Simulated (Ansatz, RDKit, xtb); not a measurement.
# C6H5ClSi: which of the isomers drawn lies lowest?

Which of a sample of isomers of C6H5ClSi is the most stable in the gas at 298.15 K, and what are its properties? The sample is small against all isomers, and the most stable one of this formula need not be in it.

The funnel: GFN2-xTB relaxations, single points with a density functional, relaxations at r2SCAN-D4/def2-SVP, harmonic vibrations (at GFN2-xTB), and a last energy at a higher level. All values are calculated.

### Step 1. Possible bonding patterns

Isomers were taken from a list of plausible structures; this is a sample, not all of them. That gives 11 candidates.

```
label                  SMILES     spin
 c198   C#CC1=C(Cl)[SiH2]C=C1  singlet
 c260     C#C[Si]1(Cl)C=CC=C1  singlet
 c274    C#CC1=CC=C[Si@@H]1Cl  singlet
 c336   C#CC1=C(Cl)C=C[SiH2]1  singlet
 c551  C#CC1=C[Si@@H](Cl)C=C1  singlet
 c569   C#CC1=C[SiH2]C(Cl)=C1  singlet
 c615   C#CC1=CC=C(Cl)[SiH2]1  singlet
 c677    C#C[Si@@H]1C=CC=C1Cl  singlet
 c857     C#CC1=C[SiH2]C=C1Cl  singlet
 c942   C#CC1=CC(Cl)=C[SiH2]1  singlet
 c978  C#C[Si@@H]1C=CC(Cl)=C1  singlet
```

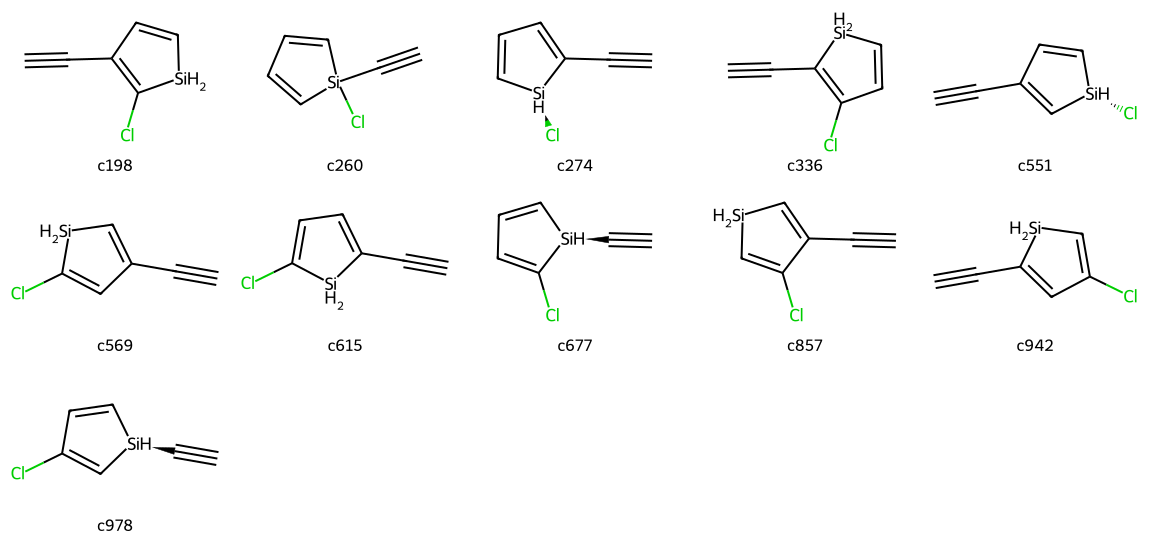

Structural formulas of the candidates.

Candidates are built by distance geometry, with a force field where one applies, in up to four conformers (letters a to d).

### Step 2. First filter: tight binding

All 11 starts are relaxed the same way. One of them, c978a (taken from a list of positional isomers, embedded by distance geometry and MMFF94), in full:

Input file start.xyz:

```xyz
13
c978a
C     -0.055834    -2.730394    -1.501471
C      0.184379    -1.592585    -1.144639
C     -0.107145     0.594764     1.075783
C     -1.071466     1.492794     0.954347
C     -1.344818     1.933302    -0.428550
C     -0.655758     1.430055    -1.351492
Cl    -2.592062     3.133756    -0.711558
Si     0.589054     0.160596    -0.657138
H     -0.257228    -3.696485    -1.782163
H      1.966007     0.572333    -0.836853
H      0.245559     0.118812     1.968956
H     -1.600472     1.932341     1.803950
H     -0.700361     1.568496    -2.464209
```

Launch:

```
$ xtb start.xyz --gfn 2 --opt
```

Standard output (excerpt; [...] marks lines left out):

```text
* xtb version 6.7.1
[...]
          :  # basis functions                  49          :
[...]
          :  # electrons                        40          :
[...]
          :  Hamiltonian                  GFN2-xTB          :
[...]
          :  net charge                          0          :
          :  unpaired electrons                  0          :
[...]
   *** convergence criteria satisfied after 16 iterations ***
[...]
   *** GEOMETRY OPTIMIZATION CONVERGED AFTER 8 ITERATIONS ***
[...]
   *** convergence criteria satisfied after 3 iterations ***
[...]
         ::                     SUMMARY                     ::
         :::::::::::::::::::::::::::::::::::::::::::::::::::::
         :: total energy             -21.534994176485 Eh    ::
         :: gradient norm              0.000961300910 Eh/a0 ::
         :: HOMO-LUMO gap              2.869909705401 eV    ::
         ::.................................................::
         :: SCC energy               -21.897361256334 Eh    ::
         :: -> isotropic ES            0.021696112050 Eh    ::
         :: -> anisotropic ES         -0.002642083112 Eh    ::
         :: -> anisotropic XC          0.016304742482 Eh    ::
         :: -> dispersion             -0.011538381205 Eh    ::
         :: repulsion energy           0.362367079850 Eh    ::
         :: add. restraining           0.000000000000 Eh    ::
         :: total charge              -0.000000000000 e     ::
         :::::::::::::::::::::::::::::::::::::::::::::::::::::
[...]
        20        2.0000           -0.3825351             -10.4093 (HOMO)
        21                         -0.2770678              -7.5394 (LUMO)
[...]
     #   Z          covCN         q      C6AA      α(0)
     1   6          1.910    -0.070    33.015     9.280
     2   6          1.862    -0.108    34.154     9.440
     3   6          2.809    -0.140    31.585     9.208
     4   6          3.036    -0.040    28.965     8.828
     5   6          3.001     0.088    26.021     8.368
     6   6          2.833    -0.160    32.134     9.289
     7  17          0.948    -0.192   105.186    15.690
     8  14          3.784     0.479    97.392    18.883
     9   1          0.928     0.086     1.920     2.167
    10   1          0.918    -0.058     4.290     3.239
    11   1          0.926     0.035     2.523     2.484
    12   1          0.926     0.042     2.426     2.436
    13   1          0.926     0.040     2.455     2.450
[...]
     #   Z sym  total        # sym  WBO       # sym  WBO       # sym  WBO
 ---------------------------------------------------------------------------
     1   6      3.970 --     2      2.913     9      0.965
     2   6      3.954 --     1      2.913     8      0.925
     3   6      3.965 --     4      1.879    11      0.979     8      0.872
                             6      0.132
     4   6      3.987 --     3      1.879     5      1.098    12      0.965
     5   6      3.905 --     6      1.814     4      1.098     7      0.961
     6   6      3.962 --     5      1.814    13      0.979     8      0.861
                             3      0.132
     7  17      1.117 --     5      0.961
     8  14      3.662 --     2      0.925     3      0.872    10      0.869
                             6      0.861
     9   1      0.992 --     1      0.965
    10   1      0.997 --     8      0.869
[...]
molecular dipole:
                 x           y           z       tot (Debye)
 q only:        1.063      -1.041      -0.025
   full:        0.565      -0.594       0.052       2.088
molecular quadrupole (traceless):
[...]
          | TOTAL ENERGY              -21.534994176485 Eh   |
          | GRADIENT NORM               0.000961300910 Eh/α |
          | HOMO-LUMO GAP               2.869909705401 eV   |
           -------------------------------------------------
[...]
```

It took 0.085 s on 2 threads of Arm Neoverse V2, shared host.

### Step 3. The minima found

11 of the 11 relaxations converged. 11 distinct structures remain:

```
label  start            SMILES after     spin  energy (kcal/mol)
c274a  drawn    C#CC1=CC=C[Si@@H]1Cl  singlet                0.0
c551a  drawn  C#CC1=C[Si@@H](Cl)C=C1  singlet                1.7
c260a  drawn     C#C[Si]1(Cl)C=CC=C1  singlet               14.0
c942a  drawn   C#CC1=CC(Cl)=C[SiH2]1  singlet               20.2
c336a  drawn   C#CC1=C(Cl)C=C[SiH2]1  singlet               20.5
c615a  drawn   C#CC1=CC=C(Cl)[SiH2]1  singlet               21.9
c857a  drawn     C#CC1=C[SiH2]C=C1Cl  singlet               22.5
c569a  drawn   C#CC1=C[SiH2]C(Cl)=C1  singlet               23.7
c198a  drawn   C#CC1=C(Cl)[SiH2]C=C1  singlet               24.0
c978a  drawn  C#C[Si@@H]1C=CC(Cl)=C1  singlet               33.0
c677a  drawn    C#C[Si@@H]1C=CC=C1Cl  singlet               34.7
```

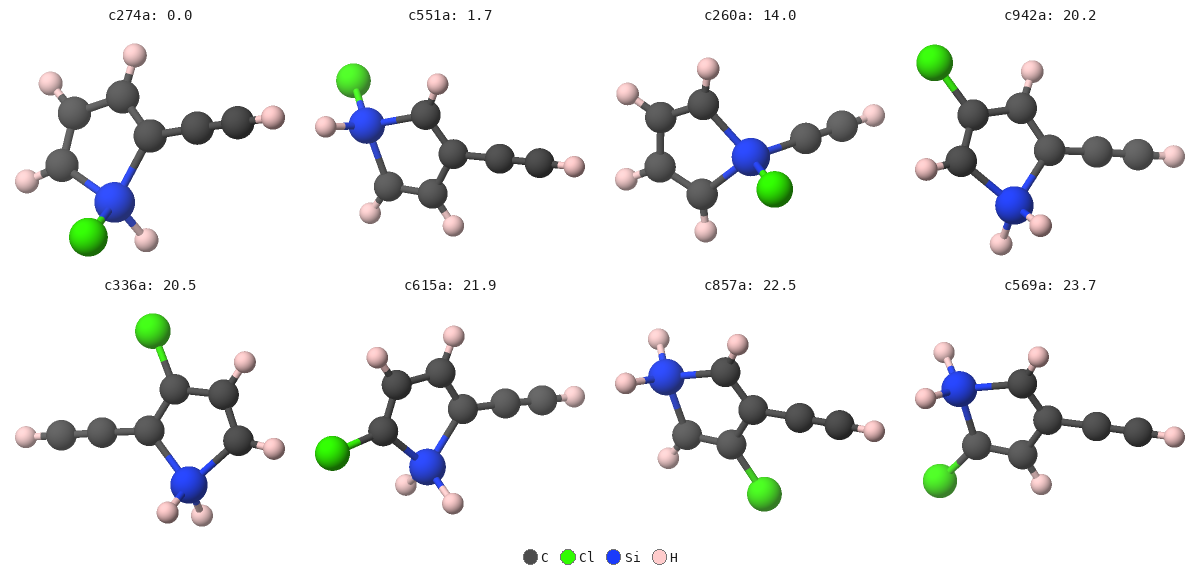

The 8 lowest minima that did not fall apart, with their GFN2-xTB energies in kcal/mol.

### Step 4. Screening with a density functional

A choice of the minima (the low ones first, few conformers of a pattern, up to a cap) and the lowest that fell apart get a single point at r2SCAN-D4/def2-SVP on the tight-binding geometry, and one at HF/STO-3G for comparison. Some singlets are also tried as triplets at the same geometry (label ending in t). The first, c274a:

Input file input.yaml:

```yaml
crystal:
  periodic: [false, false, false]
  atoms:
    - {symbol: C, position_ang: [-2.403214, -0.628793, 1.950065]}
    - {symbol: C, position_ang: [-1.686531, -0.180326, 1.092991]}
    - {symbol: C, position_ang: [-0.844676, 0.295621, 0.086699]}
    - {symbol: C, position_ang: [-0.944825, 1.514707, -0.486627]}
    - {symbol: C, position_ang: [0.025203, 1.817375, -1.519664]}
    - {symbol: C, position_ang: [0.924673, 0.863128, -1.802595]}
    - {symbol: Cl, position_ang: [0.124068, -2.321754, -1.646817]}
    - {symbol: Si, position_ang: [0.637699, -0.626617, -0.682483]}
    - {symbol: H, position_ang: [-3.030536, -1.009398, 2.699426]}
    - {symbol: H, position_ang: [-1.700367, 2.238138, -0.217526]}
    - {symbol: H, position_ang: [-0.015768, 2.774461, -2.020142]}
    - {symbol: H, position_ang: [1.685218, 0.992706, -2.552956]}
    - {symbol: H, position_ang: [1.705522, -0.896827, 0.275262]}
basis:
  gaussian: {orbitals: def2-SVP}
hamiltonian: {xc: {name: r2SCAN}, dispersion: d4}
scf: {lower_state_search: "off"}
output: {orbitals: {seedname: orbitals}}
```

Launch:

```
$ ansatz run input.yaml --threads 2 --pin off --max-ram 5220MiB --events-out events.jsonl --progress --plain --runs-dir runs
```

Standard output (excerpt; [...] marks lines left out):

```text
Warning: RAYON_NUM_THREADS=2 ignored (pool sized by the plan → 2); use --threads N
Functional definition: r2SCAN
  name "r2SCAN"
[...]
1629 factors; their error is unknown
[...]
mean field -26685.82361076 eV, -980.6859293944 hartree, gradient 5.1e-6 eV, S^2 0.000000; 0 other end points of the search recorded, 0 dependent functions left out
reference -26685.82362161 eV, -980.6859297932 hartree; 36, 36 occupied and 109, 109 virtual orbitals, 1629 factors
Total energy: -26685.93544426 eV, -980.6900391998 hartree
Checks for a lower state left out: stability, starts, cluster_reference, orbital_swaps, neighbouring_geometries, increment
```

It took 4.2 s on 2 threads of Arm Neoverse V2, shared host; peak memory 0.19 GiB.

Relative energies in kcal/mol, each column from its lowest structure that stays in one piece:

```
 label                  SMILES     spin  GFN2-xTB  HF/STO-3G  r2SCAN-D4/def2-SVP
 c260a     C#C[Si]1(Cl)C=CC=C1  singlet      14.0        0.0                 0.0
 c274a    C#CC1=CC=C[Si@@H]1Cl  singlet       0.0        8.6                 3.5
 c551a  C#CC1=C[Si@@H](Cl)C=C1  singlet       1.7        9.3                 6.1
 c978a  C#C[Si@@H]1C=CC(Cl)=C1  singlet      33.0       33.2                32.8
 c677a    C#C[Si@@H]1C=CC=C1Cl  singlet      34.7       34.8                35.5
 c336a   C#CC1=C(Cl)C=C[SiH2]1  singlet      20.5       42.2                35.8
 c942a   C#CC1=CC(Cl)=C[SiH2]1  singlet      20.2       41.8                36.0
 c615a   C#CC1=CC=C(Cl)[SiH2]1  singlet      21.9       42.5                38.2
 c857a     C#CC1=C[SiH2]C=C1Cl  singlet      22.5       43.9                39.5
 c198a   C#CC1=C(Cl)[SiH2]C=C1  singlet      24.0       44.6                40.8
 c569a   C#CC1=C[SiH2]C(Cl)=C1  singlet      23.7       44.1                41.3
c274at    C#CC1=CC=C[Si@@H]1Cl  triplet         –          –                46.7
c260at     C#C[Si]1(Cl)C=CC=C1  triplet         –          –                53.7
c551at  C#CC1=C[Si@@H](Cl)C=C1  triplet         –          –                54.0
```

### Step 5. Relaxing the best candidates

3 candidates are relaxed at r2SCAN-D4/def2-SVP (chosen among the lowest in one piece). The first, c260a:

Input file input.yaml:

```yaml
crystal:
  periodic: [false, false, false]
  atoms:
    - {symbol: C, position_ang: [-2.822225, -1.861496, -0.606523]}
    - {symbol: C, position_ang: [-2.212417, -0.834090, -0.476909]}
    - {symbol: C, position_ang: [0.134060, 0.617876, 0.972431]}
    - {symbol: C, position_ang: [1.284716, 0.797632, 0.315625]}
    - {symbol: C, position_ang: [1.183990, 1.068913, -1.114498]}
    - {symbol: C, position_ang: [-0.049206, 1.109046, -1.629880]}
    - {symbol: Cl, position_ang: [-2.618135, 2.254437, 0.115786]}
    - {symbol: Si, position_ang: [-1.299600, 0.760154, -0.253654]}
    - {symbol: H, position_ang: [-3.351540, -2.763102, -0.722708]}
    - {symbol: H, position_ang: [0.092721, 0.404982, 2.026583]}
    - {symbol: H, position_ang: [2.259300, 0.756878, 0.780661]}
    - {symbol: H, position_ang: [2.085149, 1.230095, -1.688497]}
    - {symbol: H, position_ang: [-0.237863, 1.297956, -2.672424]}
basis:
  gaussian: {orbitals: def2-SVP}
relax: {f_tol: 0.006}
hamiltonian: {xc: r2scan, dispersion: d4}
scf: {lower_state_search: off}
```

Launch:

```
$ ansatz run input.yaml --threads 2 --pin off --max-ram 5220MiB --events-out events.jsonl --progress --plain --runs-dir runs
```

Standard output (excerpt; [...] marks lines left out):

```text
Warning: RAYON_NUM_THREADS=2 ignored (pool sized by the plan → 2); use --threads N
[...]
[... 2 set-up lines as earlier in the session ...]
[...]
1629 factors; their error is unknown
[...]
mean field -26685.97560109 eV, -980.6915149362 hartree, gradient 5.2e-6 eV, S^2 0.000000; 0 other end points of the search recorded, 0 dependent functions left out
[...]
reference -26685.97561200 eV, -980.6915153371 hartree; 36, 36 occupied and 109, 109 virtual orbitals, 1629 factors
relax step   1: F+E_penalty+E_count = -26686.08695816 eV  Δ(F+E_penalty+E_count) = +0.000e0 eV  max|allowed force component| = 2.290e0 eV/Å  Δτ_max = 0.0000 Å  (21 SCF iters, accepted)
[...]
relax step   7: F+E_penalty+E_count = -26686.24952332 eV  Δ(F+E_penalty+E_count) = -8.652e-5 eV  max|allowed force component| = 9.211e-3 eV/Å  Δτ_max = 0.0071 Å  (23 SCF iters, accepted)
[...]
Atom 4 at     1.171493     1.080535    -1.125924 Å, force     0.001075     0.000180     0.000613 eV/Å
Atom 5 at    -0.070074     1.090073    -1.664363 Å, force    -0.001902     0.000461    -0.000673 eV/Å
Atom 6 at    -2.574374     2.263337     0.123358 Å, force     0.000189    -0.001884    -0.000302 eV/Å
Atom 7 at    -1.241593     0.716985    -0.258404 Å, force     0.003043     0.003509     0.000358 eV/Å
Atom 8 at    -3.389955    -2.767454    -0.742092 Å, force    -0.000254    -0.001069    -0.000331 eV/Å
Atom 9 at     0.091293     0.389808     2.080999 Å, force     0.000267     0.000188    -0.000220 eV/Å
Atom 10 at     2.268052     0.796889     0.806404 Å, force    -0.000074    -0.000002    -0.000024 eV/Å
Atom 11 at     2.084792     1.260621    -1.706666 Å, force     0.000020    -0.000362    -0.000207 eV/Å
Atom 12 at    -0.259012     1.275586    -2.723978 Å, force     0.000264    -0.000244     0.000121 eV/Å
Dipole moment:     0.286889    -0.300155    -0.076081 e Å
Checks for a lower state left out: stability, starts, cluster_reference, orbital_swaps, neighbouring_geometries, increment
```

It took 37 s on 2 threads of Arm Neoverse V2, shared host; peak memory 0.2 GiB.

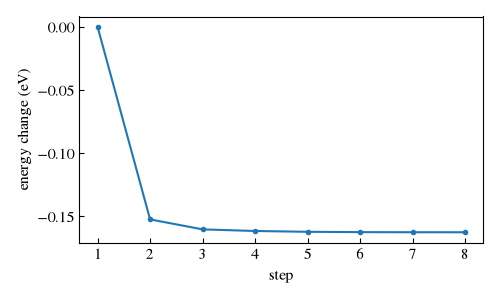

Energy along the run, all evaluated steps.

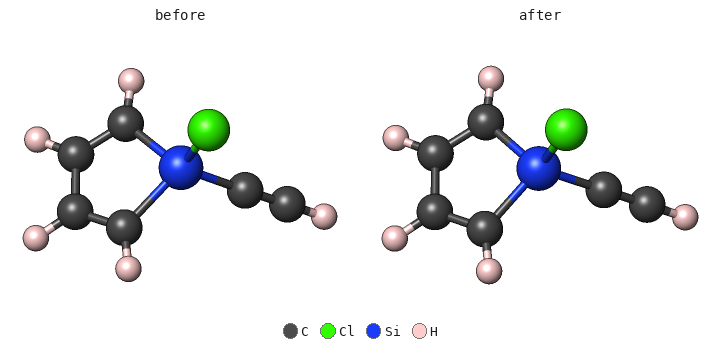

Before and after, at one scale.

After the run. Bond lengths: C1–C2 1.221 Å, C3–C4 1.353 Å, C4–C5 1.488 Å, C5–C6 1.353 Å, C2–Si8 1.825 Å, C3–Si8 1.868 Å, C6–Si8 1.868 Å, Cl7–Si8 2.077 Å, C1–H9 1.076 Å, C3–H10 1.092 Å, C4–H11 1.097 Å, C5–H12 1.097 Å, C6–H13 1.092 Å. Some angles: C1–C2–Si8 179.3°, C3–C4–C5 117.2°, C4–C3–Si8 105.9°, C4–C5–C6 117.2°, C5–C6–Si8 105.9°, C2–Si8–C3 114.2°, C2–Si8–C6 114.3°, C2–Si8–Cl7 108.1°, C3–Si8–C6 93.7°, C3–Si8–Cl7 113.1°.

### Step 6. After refinement

```
label     spin  r2SCAN-D4/def2-SVP (kcal/mol)  r2SCAN-D4/def2-SVP, relaxed (kcal/mol)  time
c260a  singlet                            0.0                                     0.0  37 s
c274a  singlet                            3.5                                     3.5  37 s
c551a  singlet                            6.1                                     6.1  46 s
```

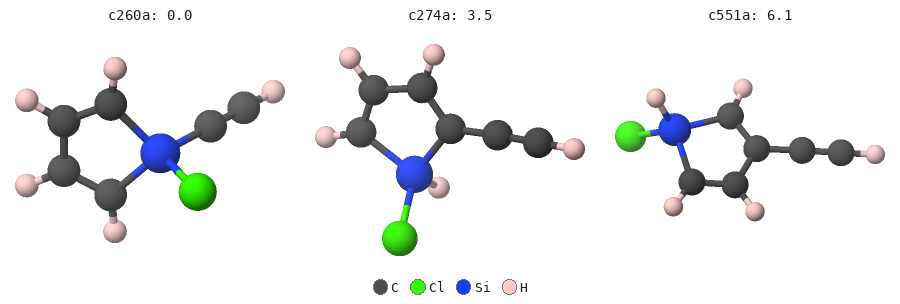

The relaxed structures, with energies at r2SCAN-D4/def2-SVP in kcal/mol.

### Step 7. Are they minima? Harmonic frequencies

The lowest few go on as finalists. In this search the thermal terms come from GFN2-xTB at its own nearest minimum. The first, c260a:

Input file start.xyz:

```xyz
13
c260a
C     -2.832138    -1.856177    -0.615458
C     -2.202283    -0.819869    -0.471042
C      0.124820     0.597536     1.009260
C      1.277929     0.811410     0.333899
C      1.171493     1.080535    -1.125924
C     -0.070074     1.090073    -1.664363
Cl    -2.574374     2.263337     0.123358
Si    -1.241593     0.716985    -0.258404
H     -3.389955    -2.767454    -0.742092
H      0.091293     0.389808     2.080999
H      2.268052     0.796889     0.806404
H      2.084792     1.260621    -1.706666
H     -0.259012     1.275586    -2.723978
```

Launch:

```
$ xtb start.xyz --gfn 2 --ohess tight
```

Standard output (excerpt; [...] marks lines left out):

```text
* xtb version 6.7.1
[...]
          :  # basis functions                  49          :
[...]
          :  # electrons                        40          :
[...]
          :  Hamiltonian                  GFN2-xTB          :
[...]
          :  net charge                          0          :
          :  unpaired electrons                  0          :
[...]
   *** convergence criteria satisfied after 15 iterations ***
[...]
   *** GEOMETRY OPTIMIZATION CONVERGED AFTER 9 ITERATIONS ***
[...]
   *** convergence criteria satisfied after 3 iterations ***
[...]
         ::                     SUMMARY                     ::
         :::::::::::::::::::::::::::::::::::::::::::::::::::::
         :: total energy             -21.565249562011 Eh    ::
         :: gradient norm              0.000287644396 Eh/a0 ::
         :: HOMO-LUMO gap              2.950735976106 eV    ::
         ::.................................................::
         :: SCC energy               -21.935329500401 Eh    ::
         :: -> isotropic ES            0.023250586327 Eh    ::
         :: -> anisotropic ES         -0.000406470264 Eh    ::
         :: -> anisotropic XC          0.017324659081 Eh    ::
         :: -> dispersion             -0.011704109032 Eh    ::
         :: repulsion energy           0.370079938390 Eh    ::
         :: add. restraining           0.000000000000 Eh    ::
         :: total charge              -0.000000000000 e     ::
         :::::::::::::::::::::::::::::::::::::::::::::::::::::
[...]
        20        2.0000           -0.3860306             -10.5044 (HOMO)
        21                         -0.2775930              -7.5537 (LUMO)
[...]
molecular dipole:
                 x           y           z       tot (Debye)
 q only:        0.105      -0.646      -0.127
   full:        0.379      -0.532      -0.126       1.690
molecular quadrupole (traceless):
[...]
          | TOTAL ENERGY              -21.565249562021 Eh   |
          | TOTAL ENTHALPY            -21.470773111270 Eh   |
          | TOTAL FREE ENERGY         -21.515354896352 Eh   |
          | GRADIENT NORM               0.000287393768 Eh/α |
[...]
```

It took 0.35 s on 2 threads of Arm Neoverse V2, shared host; peak memory 0.11 GiB.

### Step 8. Zero-point energy and free-energy terms

As xtb prints them, at 298.15 K, with its own treatment of low modes:

```
label                  SMILES     spin  lowest mode (cm⁻¹)  zero-point (kcal/mol)  G − E (kcal/mol)
c260a     C#C[Si]1(Cl)C=CC=C1  singlet                  70                   53.1              31.3
c274a    C#CC1=CC=C[Si@@H]1Cl  singlet                  74                   51.6              30.2
c551a  C#CC1=C[Si@@H](Cl)C=C1  singlet                  62                   51.6              30.2
```

### Step 9. The final energy

Single points at CCSD(T)/def2-SVP + MP2/def2-TZVPP - MP2/def2-SVP on the refined geometries decide the order.

c260a, CCSD(T)/def2-SVP:

Input file input.yaml:

```yaml
crystal:
  periodic: [false, false, false]
  atoms:
    - symbol: C
      position_ang: [-2.832138, -1.856177, -0.615458]
    - symbol: C
      position_ang: [-2.202283, -0.819869, -0.471042]
    - symbol: C
      position_ang: [0.124820, 0.597536, 1.009260]
    - symbol: C
      position_ang: [1.277929, 0.811410, 0.333899]
    - symbol: C
      position_ang: [1.171493, 1.080535, -1.125924]
    - symbol: C
      position_ang: [-0.070074, 1.090073, -1.664363]
    - symbol: Cl
      position_ang: [-2.574374, 2.263337, 0.123358]
    - symbol: Si
      position_ang: [-1.241593, 0.716985, -0.258404]
    - symbol: H
      position_ang: [-3.389955, -2.767454, -0.742092]
    - symbol: H
      position_ang: [0.091293, 0.389808, 2.080999]
    - symbol: H
      position_ang: [2.268052, 0.796889, 0.806404]
    - symbol: H
      position_ang: [2.084792, 1.260621, -1.706666]
    - symbol: H
      position_ang: [-0.259012, 1.275586, -2.723978]
basis:
  gaussian:
    orbitals: def2-SVP
magnetization:
  spin_polarized: false
  initial_magnetization: 0
correlation:
  method: ccsd_t
  frozen_orbitals: {Si: 5, Cl: 5, H: 0, C: 1}
```

Launch:

```
$ ansatz run input.yaml --threads 2 --pin off --max-ram 5220MiB --events-out events.jsonl --progress --plain --runs-dir runs
```

Standard output (excerpt; [...] marks lines left out):

```text
Warning: RAYON_NUM_THREADS=2 ignored (pool sized by the plan → 2); use --threads N
Functional definition: HF
  name "HF"
[...]
1461 factors; integrals over basis functions are off by at most 1.3e-3 eV
[...]
mean field -26615.84828889 eV, -978.1143837467 hartree, gradient 1.3e-6 eV, S^2 0.000000; 0 other end points of the search recorded, 0 dependent functions left out; unrestricted orbitals would lower it
16 core orbitals not correlated: weight in the atoms' cores, before any rotation towards them, 1.000 or more for the frozen orbitals, at most 0.000 for the correlated occupied ones
reference -26615.84828889 eV, -978.1143837467 hartree; 20, 20 occupied and 109, 109 virtual orbitals, 1461 factors
second order -26.71267973 eV of doubles, -0.00000000 eV of singles
cycle   1  -27.29250316 eV  change   -5.8e-1 eV  update   1.3e-1
[...]
cycle   9  -28.28640745 eV  change    1.5e-5 eV  update   4.3e-5
perturbative correction -1.19133998 eV, -0.0437809368 hartree
Total energy: -26645.32603632 eV, -979.1976709839 hartree
```

Run time: 53 s. Hardware: 2 threads of Arm Neoverse V2, shared host; peak memory 1.1 GiB.

(Part 1 of 2 ends here.)
